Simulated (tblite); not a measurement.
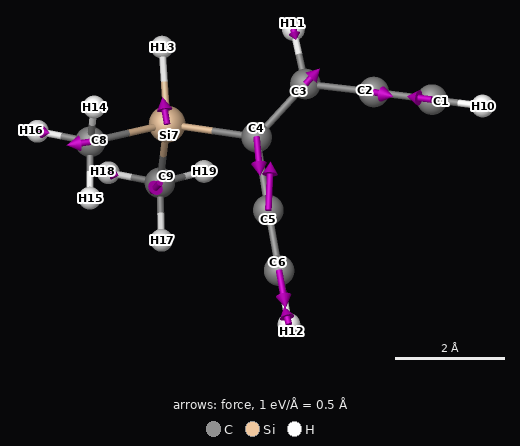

Starting geometry of C$_{8}$H$_{10}$Si with the computed forces as purple arrows. A ball-and-stick model, seen at a tilt.

Theory: tblite, GFN2-xTB geometry optimisation, gas phase. 

Is this structure relaxed? If not, where do the atoms go?

It isn't relaxed: the largest force vector, on C5, is 1.87 eV/Å. The final displacements have little in common with the starting forces (cosine between the two patterns 0.27). The largest move after the best rigid fit is that of H18, 0.077 Å. By element the largest moves are H 0.077 Å, Si 0.073 Å, C 0.066 Å. Near-neighbour distances that change, for instance: C4–Si7 1.865 → 1.900 Å, Si7–C8 1.867 → 1.901 Å, C4–C5 1.441 → 1.408 Å, C6–H12 1.069 → 1.049 Å. Among the angles between lasting bonds that change: C8–Si7–H13 107.5° → 110.9°, C5–C4–Si7 113.8° → 116.7°, C9–Si7–H13 108.3° → 110.9°. The energy falls by 0.117 eV in 46 geometry steps.
